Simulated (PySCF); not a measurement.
SMILES [CH2]([GeH3])[GeH3] (CH8Ge2) at its PBE0/def2-SVP optimised geometry (Å):

```
11

Ge    -0.4397     1.0754     0.0000
C     -1.1116     0.1277     1.5759
Ge    -0.5728    -1.7503     1.7022
H     -0.9367     2.5351     0.0000
H      1.1016     1.0754     0.0000
H     -0.9337     0.3828    -1.2853
H     -2.2121     0.1783     1.5742
H     -0.7630     0.6551     2.4781
H      0.9644    -1.8597     1.7305
H     -1.1016    -2.5351     0.4857
H     -1.1395    -2.3853     2.9881
```

Computed with PySCF with PBE0/def2-TZVP. Cells within 0.4 Å of a nucleus heavier than hydrogen are left out (blank, or x).

Map of the electron localisation function on the plane z = 1.5 Å:

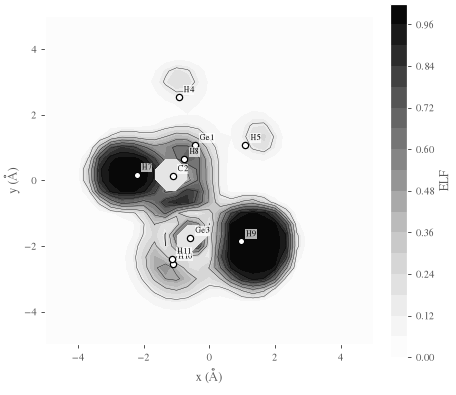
Figure: Electron localisation function on the plane z = 1.5 Å.
